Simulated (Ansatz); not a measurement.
## Electronic structure of C$_{2}$H$_{6}$OSi (SMILES C=C[SiH2]O) in real space

```xyz
10

C     0.3883    1.3317   -0.8383
C     0.2881    0.7571    0.3376
Si   -0.5465   -0.8441    0.6893
O    -0.3005   -1.8706   -0.5886
H    -0.1194    0.9531   -1.7601
H     0.8427    2.3497   -0.9576
H     0.7866    1.2221    1.2063
H     0.1939   -1.4496    1.8604
H    -1.9423   -0.6250    1.0531
H     0.4923   -1.8758   -0.9992
```

Theory: Ansatz, SCF PBE, Gaussian basis.

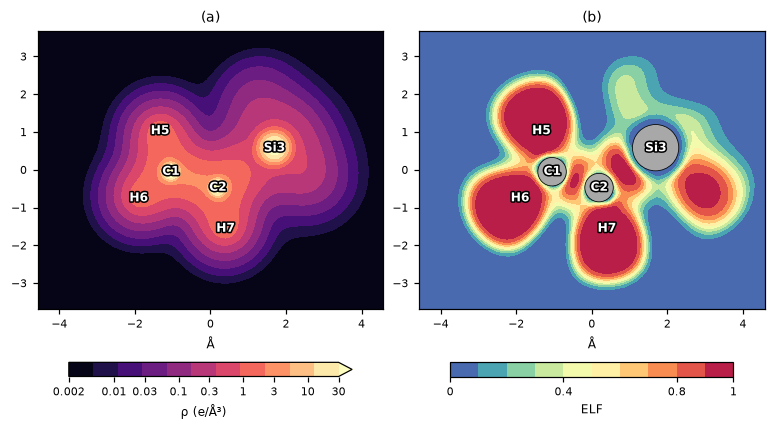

Figure 1. (a) electron density; (b) ELF on the plane of atoms C2, C1 and H5. Grey discs cover the atomic cores in the ELF map.

**Interpret the plot.**

- The plane passes through C, Si and H nuclei.
- C–C (1.31 Å): ρ is about 2.3 e/Å³ halfway; the ELF peaks at about 0.95 between the atoms; a multiple bond.
- C–Si (1.84 Å): the density is about 1 e/Å³ at the midpoint; the ELF peaks at about 0.95 between the atoms; a shared electron pair.
- C–H (1.10 Å): ρ at the midpoint is about 1.9 e/Å³; the ELF climbs to about 1 towards the hydrogen, as it does in any bond to H: an ordinary covalent bond to hydrogen.

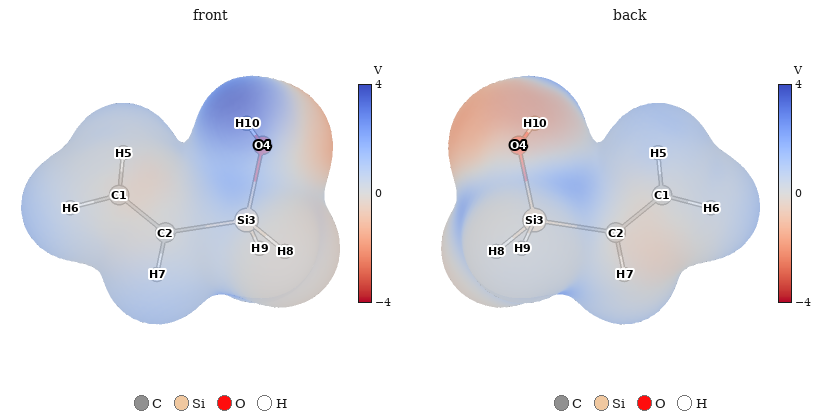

Figure 2. The molecular electrostatic potential painted on the density surface at 0.004 e/bohr³, seen from the front and from behind; red is negative and blue positive.

**Where is the surface potential most negative and most positive?**

The most negative region (about −1.6 V) lies over O4, the most positive (about +3.0 V) over H10. O4 is the likeliest acceptor of a hydrogen bond.

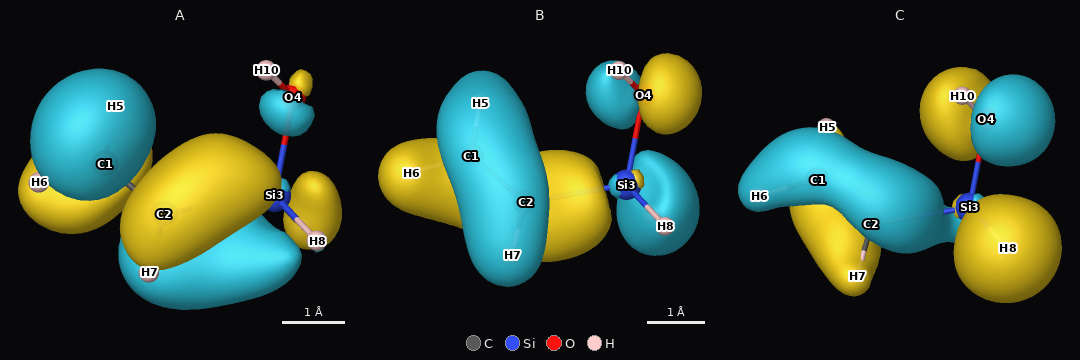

Figure 3. Three frontier orbitals at ±0.1 Å⁻³ᐟ² (yellow and cyan are the two phases), in no order.

**Which picture is the HOMO−1, the HOMO and the LUMO?**

B is the HOMO−1 (−7.11 eV). By Hirshfeld shares it lies mainly on C2 (about 35 %), C1 (about 25 %), Si3 (about 10 %), O4 (about 10 %) and H9 (about 5 %). C is the HOMO (−6.54 eV). It lies mainly on O4 (about 30 %), C2 (about 15 %), H8 (about 15 %), C1 (about 15 %) and Si3 (about 15 %). A is the LUMO (−1.38 eV). Its weight (Hirshfeld) is mainly on C1 (about 35 %), C2 (about 30 %) and Si3 (about 15 %); π-antibonding (π*) across C1–C2.

**What is the HOMO–LUMO gap?**

5.16 eV between the orbital energies.
